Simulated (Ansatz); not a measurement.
**Run report: HfH2S2Cl2, molecular dynamics (part 1 of 2)**

System: HfH2S2Cl2, SMILES [SH][Hf]([SH])([Cl])[Cl].
Method: RKS r2SCAN-rvv10/def2-SVP (Ansatz 0.2.0).

The geometry comes from this level: PBE0-D4/def2-TZVP. Figures and captions count atoms from 1; the log counts them from 0 in places.

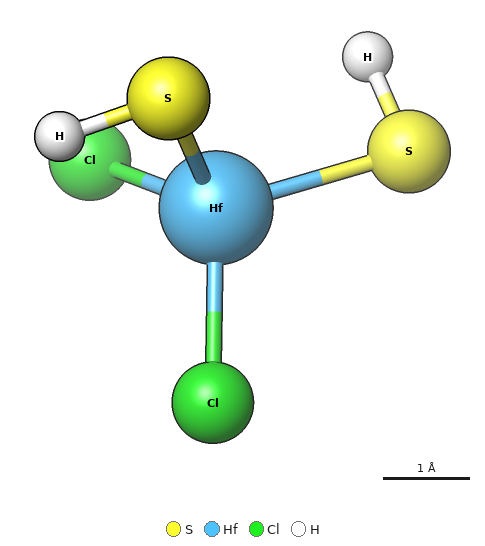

*The structure as given in the input (ball-and-stick view, seen at a tilt). Sticks mark near contacts.*

Bond lengths as drawn: Cl–Hf 2.33 Å, Hf–S 2.41 to 2.42 Å and H–S 1.35 Å.

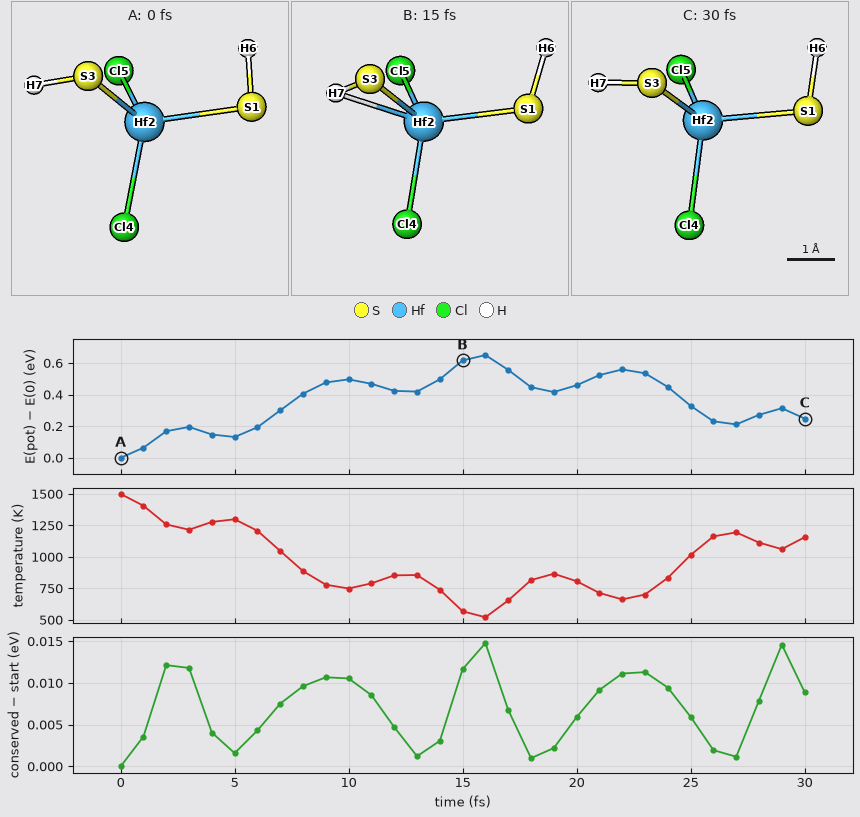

*Frames of the molecular dynamics (ball-and-stick, seen at a tilt) above the curves, on which the letters mark them.*

The trajectory kept here has 31 frames over 30 fs. The temperature starts at 1500 K, ranges from 521 to 1500 K and averages 866 K over the second half. The potential energy ends 0.249 eV above its first value. The conserved quantity stays within 0.015 eV. After an unweighted best fit of the last frame on the first, the root-mean-square displacement is 0.22 Å.

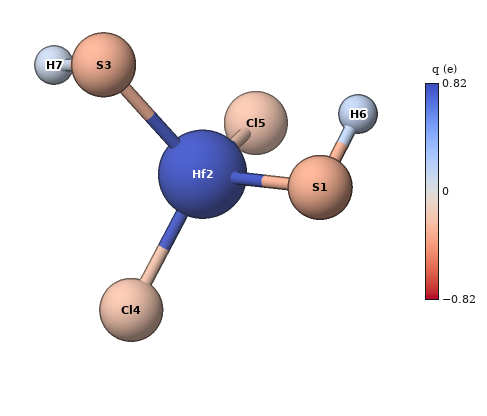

*Mulliken charges, as the colour of each atom (ball-and-stick view, seen at a tilt; atoms are numbered from 1 in the order of the input).*

By element: S −0.30 to −0.29, Hf +0.78, Cl −0.24 to −0.21 and H +0.11 to +0.15 e.

The input that produced these results follows, with the program's output.

### The input
```yaml
crystal:
  periodic: [false, false, false]
  atoms:
    - {symbol: S, position_ang: [0.147438, 1.846176, 1.452289]}
    - {symbol: Hf, position_ang: [0.172870, 0.217678, -0.326545]}
    - {symbol: S, position_ang: [0.417685, -1.910654, 0.794045]}
    - {symbol: Cl, position_ang: [1.998417, 0.624869, -1.709405]}
    - {symbol: Cl, position_ang: [-1.837144, 0.224690, -1.505904]}
    - {symbol: H, position_ang: [-1.157192, 1.572481, 1.665068]}
    - {symbol: H, position_ang: [0.257926, -2.575231, -0.369548]}
basis:
  gaussian: {orbitals: def2-SVP}
hamiltonian: {xc: {name: r2SCAN}, dispersion: rvv10}
md: {timestep: 1 fs, n_steps: 30, ensemble: nvt_nose_hoover, temperature: 1500, initial_velocities: maxwell_boltzmann, seed: 525}
```

Launch command:
```bash
ansatz run in.yaml --threads 4 --pin off --events-out ev --progress --plain --max-ram 10444MiB
```

### What the program printed
```
Functional definition: r2SCAN+rVV10
  name "r2SCAN+rVV10"
  cite "Furness, Kaplan, Ning, Perdew & Sun, J. Phys. Chem. Lett. 11, 8208 (2020) doi:10.1021/acs.jpclett.0c02405"
  cite "Furness, Kaplan, Ning, Perdew & Sun, J. Phys. Chem. Lett. 11, 9248 (2020) doi:10.1021/acs.jpclett.0c03077"
  cite "Vydrov & Van Voorhis, J. Chem. Phys. 133, 244103 (2010) doi:10.1063/1.3521275"
  cite "Sabatini, Gorni & de Gironcoli, Phys. Rev. B 87, 041108(R) (2013) doi:10.1103/PhysRevB.87.041108"
  cite "Ning et al., Phys. Rev. B 106, 075422 (2022) doi:10.1103/PhysRevB.106.075422"
  parent "r2scan"
  parameter k0 = 0.174
  parameter k1 = 0.065
  parameter a1 = 4.9479
  exchange = r2scan_x(k0 = k0, k1 = k1, a1 = a1)
  correlation = r2scan_c + rvv10(11.95, 0.0093)
1230 factors; their error is unknown
mean field evaluation 1: about -48041.2907 eV, gradient 2.2e1 eV
mean field evaluation 2: about -48038.3487 eV, gradient 3.9e1 eV
mean field evaluation 4: about -48042.5528 eV, gradient 2.0e0 eV
mean field evaluation 8: about -48042.5580 eV, gradient 3.2e-2 eV
mean field evaluation 16: about -48042.4493 eV, gradient 1.0e-4 eV
mean field -48042.44931696 eV, -1765.5274480565 hartree, gradient 2.1e-5 eV, S^2 0.000000; 0 other end points of the search recorded, 0 dependent functions left out
the calculation of the forces begins
reference -48042.44934314 eV, -1765.5274490185 hartree; 40, 40 occupied and 74, 74 virtual orbitals, 1230 factors
md step     0: t =     0.00 fs  T =  1500.0 K  F+E_penalty+E_count = -48042.44931696 eV  E_kin = 0.969450 eV  conserved = -48041.47986697 eV  (29 SCF iters)
these checks for a lower state are left out or cut short: starts, cluster_reference, orbital_swaps, neighbouring_geometries, increment
1230 factors; their error is unknown
mean field -48042.38528129 eV, -1765.5250947891 hartree, gradient 1.3e-5 eV, S^2 0.000000; 0 other end points of the search recorded, 0 dependent functions left out
the calculation of the forces begins
reference -48042.38530747 eV, -1765.5250957510 hartree; 40, 40 occupied and 74, 74 virtual orbitals, 1230 factors
md step     1: t =     1.00 fs  T =  1406.5 K  F+E_penalty+E_count = -48042.38528129 eV  E_kin = 0.909000 eV  conserved = -48041.47628285 eV  (32 SCF iters)
[... from here on the SCF iterations and repeated set-up lines of each step are left out, up to the last step ...]
md step     2: t =     2.00 fs  T =  1258.2 K  F+E_penalty+E_count = -48042.28088131 eV  E_kin = 0.813174 eV  conserved = -48041.46772120 eV  (32 SCF iters)
md step     3: t =     3.00 fs  T =  1215.9 K  F+E_penalty+E_count = -48042.25384410 eV  E_kin = 0.785832 eV  conserved = -48041.46806215 eV  (32 SCF iters)
md step     4: t =     4.00 fs  T =  1278.0 K  F+E_penalty+E_count = -48042.30168794 eV  E_kin = 0.825997 eV  conserved = -48041.47580699 eV  (32 SCF iters)
md step     5: t =     5.00 fs  T =  1298.9 K  F+E_penalty+E_count = -48042.31756012 eV  E_kin = 0.839493 eV  conserved = -48041.47827641 eV  (32 SCF iters)
md step     6: t =     6.00 fs  T =  1207.9 K  F+E_penalty+E_count = -48042.25587528 eV  E_kin = 0.780645 eV  conserved = -48041.47555319 eV  (32 SCF iters)
md step     7: t =     7.00 fs  T =  1047.3 K  F+E_penalty+E_count = -48042.14874783 eV  E_kin = 0.676866 eV  conserved = -48041.47233653 eV  (32 SCF iters)
md step     8: t =     8.00 fs  T =   887.4 K  F+E_penalty+E_count = -48042.04318373 eV  E_kin = 0.573541 eV  conserved = -48041.47024713 eV  (32 SCF iters)
md step     9: t =     9.00 fs  T =   779.5 K  F+E_penalty+E_count = -48041.97220068 eV  E_kin = 0.503798 eV  conserved = -48041.46917933 eV  (32 SCF iters)
md step    10: t =    10.00 fs  T =   749.1 K  F+E_penalty+E_count = -48041.95250417 eV  E_kin = 0.484167 eV  conserved = -48041.46932022 eV  (32 SCF iters)
md step    11: t =    11.00 fs  T =   790.2 K  F+E_penalty+E_count = -48041.98076965 eV  E_kin = 0.510687 eV  conserved = -48041.47132281 eV  (32 SCF iters)
md step    12: t =    12.00 fs  T =   853.7 K  F+E_penalty+E_count = -48042.02530684 eV  E_kin = 0.551715 eV  conserved = -48041.47515746 eV  (32 SCF iters)
md step    13: t =    13.00 fs  T =   856.2 K  F+E_penalty+E_count = -48042.03002677 eV  E_kin = 0.553334 eV  conserved = -48041.47864517 eV  (32 SCF iters)
md step    14: t =    14.00 fs  T =   739.1 K  F+E_penalty+E_count = -48041.95211106 eV  E_kin = 0.477666 eV  conserved = -48041.47680327 eV  (32 SCF iters)
md step    15: t =    15.00 fs  T =   568.2 K  F+E_penalty+E_count = -48041.83273169 eV  E_kin = 0.367259 eV  conserved = -48041.46820620 eV  (32 SCF iters)
md step    16: t =    16.00 fs  T =   520.9 K  F+E_penalty+E_count = -48041.79866629 eV  E_kin = 0.336673 eV  conserved = -48041.46508362 eV  (32 SCF iters)
md step    17: t =    17.00 fs  T =   654.4 K  F+E_penalty+E_count = -48041.89248509 eV  E_kin = 0.422914 eV  conserved = -48041.47309810 eV  (32 SCF iters)
md step    18: t =    18.00 fs  T =   815.9 K  F+E_penalty+E_count = -48042.00208790 eV  E_kin = 0.527338 eV  conserved = -48041.47887582 eV  (49 SCF iters)
md step    19: t =    19.00 fs  T =   866.4 K  F+E_penalty+E_count = -48042.03277037 eV  E_kin = 0.559971 eV  conserved = -48041.47766246 eV  (32 SCF iters)
md step    20: t =    20.00 fs  T =   807.1 K  F+E_penalty+E_count = -48041.98996240 eV  E_kin = 0.521646 eV  conserved = -48041.47395982 eV  (32 SCF iters)
md step    21: t =    21.00 fs  T =   713.6 K  F+E_penalty+E_count = -48041.92547143 eV  E_kin = 0.461175 eV  conserved = -48041.47069546 eV  (32 SCF iters)
md step    22: t =    22.00 fs  T =   662.5 K  F+E_penalty+E_count = -48041.88979231 eV  E_kin = 0.428197 eV  conserved = -48041.46872670 eV  (32 SCF iters)
md step    23: t =    23.00 fs  T =   701.5 K  F+E_penalty+E_count = -48041.91403760 eV  E_kin = 0.453381 eV  conserved = -48041.46856406 eV  (32 SCF iters)
md step    24: t =    24.00 fs  T =   834.0 K  F+E_penalty+E_count = -48042.00059073 eV  E_kin = 0.539016 eV  conserved = -48041.47041112 eV  (32 SCF iters)
md step    25: t =    25.00 fs  T =  1015.3 K  F+E_penalty+E_count = -48042.12008873 eV  E_kin = 0.656176 eV  conserved = -48041.47392310 eV  (31 SCF iters)
md step    26: t =    26.00 fs  T =  1163.0 K  F+E_penalty+E_count = -48042.21813774 eV  E_kin = 0.751662 eV  conserved = -48041.47791811 eV  (32 SCF iters)
md step    27: t =    27.00 fs  T =  1194.9 K  F+E_penalty+E_count = -48042.23792166 eV  E_kin = 0.772247 eV  conserved = -48041.47870513 eV  (32 SCF iters)
md step    28: t =    28.00 fs  T =  1113.7 K  F+E_penalty+E_count = -48042.17712975 eV  E_kin = 0.719787 eV  conserved = -48041.47196426 eV  (31 SCF iters)
md step    29: t =    29.00 fs  T =  1061.9 K  F+E_penalty+E_count = -48042.13539122 eV  E_kin = 0.686281 eV  conserved = -48041.46527040 eV  (31 SCF iters)
these checks for a lower state are left out or cut short: starts, cluster_reference, orbital_swaps, neighbouring_geometries, increment
1230 factors; their error is unknown
mean field -48042.20038981 eV, -1765.5183001527 hartree, gradient 2.6e-5 eV, S^2 0.000000; 0 other end points of the search recorded, 0 dependent functions left out
the calculation of the forces begins
reference -48042.20041594 eV, -1765.5183011127 hartree; 40, 40 occupied and 74, 74 virtual orbitals, 1230 factors
1230 factors; their error is unknown
mean field evaluation 256: about -48042.2004 eV, gradient 9.0e-5 eV
mean field -48042.20038981 eV, -1765.5183001527 hartree, gradient 1.1e-5 eV, S^2 0.000000; 1 other end points of the search recorded, 0 dependent functions left out
the calculation of the forces begins
reference -48042.20041594 eV, -1765.5183011127 hartree; 40, 40 occupied and 74, 74 virtual orbitals, 1230 factors
md step    30: t =    30.00 fs  T =  1156.1 K  F+E_penalty+E_count = -48042.20038981 eV  E_kin = 0.747209 eV  conserved = -48041.47095554 eV  (50 SCF iters)
Total energy: -48042.20041594 eV, -1765.5183011127 hartree
Atom 0 at     0.263508     1.790611     1.394784 Å, force    -0.456579     0.385848     0.916330 eV/Å
Atom 1 at     0.116903     0.201854    -0.367756 Å, force    -0.042009    -0.539876     0.518001 eV/Å
Atom 2 at     0.607736    -1.849225     0.853649 Å, force     0.281609     1.572541     1.878115 eV/Å
Atom 3 at     2.069840     0.616294    -1.505236 Å, force     0.482178     0.248942    -0.543586 eV/Å
Atom 4 at    -1.914541     0.310587    -1.525752 Å, force    -0.253290    -0.106691    -0.187471 eV/Å
Atom 5 at    -0.853785     1.514276     2.169155 Å, force     0.539575     0.043225    -0.600273 eV/Å
Atom 6 at     0.338376    -2.620864    -0.125546 Å, force    -0.551483    -1.603989    -1.981116 eV/Å
Dipole moment:    -0.256376    -0.126880    -0.009162 e Å
```

### Trajectory as extended XYZ (Å, eV, eV/Å), 31 frames, from step=0 to step=30
```
7
Properties=species:S:1:pos:R:3:forces:R:3 step=0 time_fs=0.0 energy=-48042.44932 temperature=1500.0
S     0.1474    1.8462    1.4523    0.1968   0.1115   0.0512
Hf    0.1729    0.2177   -0.3265    0.0389   0.0213   0.1376
S     0.4177   -1.9107    0.7940    0.0333   0.0058   0.2372
Cl    1.9984    0.6249   -1.7094    0.2221   0.0345  -0.1574
Cl   -1.8371    0.2247   -1.5059   -0.2521  -0.0097  -0.1323
H    -1.1572    1.5725    1.6651   -0.2157  -0.0309   0.0527
H     0.2579   -2.5752   -0.3695   -0.0232  -0.1325  -0.1890
7
Properties=species:S:1:pos:R:3:forces:R:3 step=1 time_fs=1.0 energy=-48042.38528 temperature=1406.5
S     0.1512    1.8417    1.4481   -0.1775   0.1157   0.1788
Hf    0.1714    0.2177   -0.3288   -0.0321  -0.0486   0.3007
S     0.4248   -1.9111    0.7975    0.2247   0.8332   1.6096
Cl    1.9970    0.6235   -1.6998    0.3202   0.0613  -0.2329
Cl   -1.8378    0.2278   -1.5053   -0.2894  -0.0225  -0.1595
H    -1.1645    1.5861    1.7096    0.1883   0.0229  -0.0520
H     0.2573   -2.4913   -0.3485   -0.2343  -0.9621  -1.6447
7
Properties=species:S:1:pos:R:3:forces:R:3 step=2 time_fs=2.0 energy=-48042.28088 temperature=1258.2
S     0.1549    1.8372    1.4440   -0.5142   0.1369   0.3238
Hf    0.1698    0.2177   -0.3311   -0.1017  -0.1268   0.4645
S     0.4321   -1.9113    0.8015    0.3895   1.3300   2.6496
Cl    1.9957    0.6222   -1.6903    0.4199   0.0893  -0.3084
Cl   -1.8385    0.2309   -1.5048   -0.3269  -0.0340  -0.1863
H    -1.1700    1.6000    1.7536    0.5533   0.0599  -0.1740
H     0.2544   -2.4165   -0.3431   -0.4200  -1.4553  -2.7692
7
Properties=species:S:1:pos:R:3:forces:R:3 step=3 time_fs=3.0 energy=-48042.25384 temperature=1215.9
S     0.1585    1.8327    1.4400   -0.7392   0.1841   0.4627
Hf    0.1683    0.2176   -0.3333   -0.1684  -0.2201   0.6211
S     0.4394   -1.9112    0.8063    0.3824   1.2422   2.5267
Cl    1.9945    0.6209   -1.6809    0.5201   0.1185  -0.3837
Cl   -1.8393    0.2340   -1.5043   -0.3646  -0.0431  -0.2130
H    -1.1703    1.6144    1.7959    0.8038   0.0709  -0.2872
H     0.2475   -2.3557   -0.3643   -0.4342  -1.3526  -2.7266
7
Properties=species:S:1:pos:R:3:forces:R:3 step=4 time_fs=4.0 energy=-48042.30169 temperature=1278.0
S     0.1618    1.8284    1.4362   -0.8175   0.2571   0.5741
Hf    0.1668    0.2176   -0.3355   -0.2316  -0.3306   0.7635
S     0.4469   -1.9106    0.8119    0.1771   0.7884   1.2668
Cl    1.9935    0.6197   -1.6715    0.6196   0.1489  -0.4580
Cl   -1.8402    0.2371   -1.5039   -0.4018  -0.0491  -0.2392
H    -1.1628    1.6296    1.8355    0.9041   0.0557  -0.3684
H     0.2365   -2.3078   -0.4115   -0.2500  -0.8705  -1.5386
7
Properties=species:S:1:pos:R:3:forces:R:3 step=5 time_fs=5.0 energy=-48042.31756 temperature=1298.9
S     0.1649    1.8241    1.4325   -0.7383   0.3502   0.6393
Hf    0.1652    0.2175   -0.3377   -0.2913  -0.4527   0.8885
S     0.4544   -1.9098    0.8178   -0.1018   0.3654  -0.2953
Cl    1.9926    0.6184   -1.6623    0.7168   0.1799  -0.5303
Cl   -1.8413    0.2402   -1.5036   -0.4372  -0.0522  -0.2644
H    -1.1467    1.6452    1.8715    0.8434   0.0188  -0.3994
H     0.2230   -2.2683   -0.4735    0.0086  -0.4094  -0.0384
7
Properties=species:S:1:pos:R:3:forces:R:3 step=6 time_fs=6.0 energy=-48042.25588 temperature=1207.9
S     0.1678    1.8199    1.4290   -0.5059   0.4561   0.6428
Hf    0.1637    0.2175   -0.3398   -0.3478  -0.5755   0.9976
S     0.4619   -1.9089    0.8236   -0.3408   0.1370  -1.5311
Cl    1.9919    0.6173   -1.6533    0.8102   0.2105  -0.5997
Cl   -1.8424    0.2433   -1.5033   -0.4698  -0.0536  -0.2879
H    -1.1225    1.6610    1.9038    0.6263  -0.0335  -0.3666
H     0.2096   -2.2327   -0.5359    0.2278  -0.1411   1.1448
7
Properties=species:S:1:pos:R:3:forces:R:3 step=7 time_fs=7.0 energy=-48042.14875 temperature=1047.3
S     0.1705    1.8158    1.4257   -0.1437   0.5657   0.5766
Hf    0.1621    0.2174   -0.3418   -0.4016  -0.6867   1.0957
S     0.4692   -1.9080    0.8290   -0.5060   0.0730  -2.3087
Cl    1.9915    0.6162   -1.6444    0.8989   0.2399  -0.6654
Cl   -1.8437    0.2463   -1.5031   -0.4985  -0.0544  -0.3094
H    -1.0923    1.6766    1.9325    0.2770  -0.0934  -0.2650
H     0.1985   -2.1984   -0.5873    0.3739  -0.0442   1.8762
```
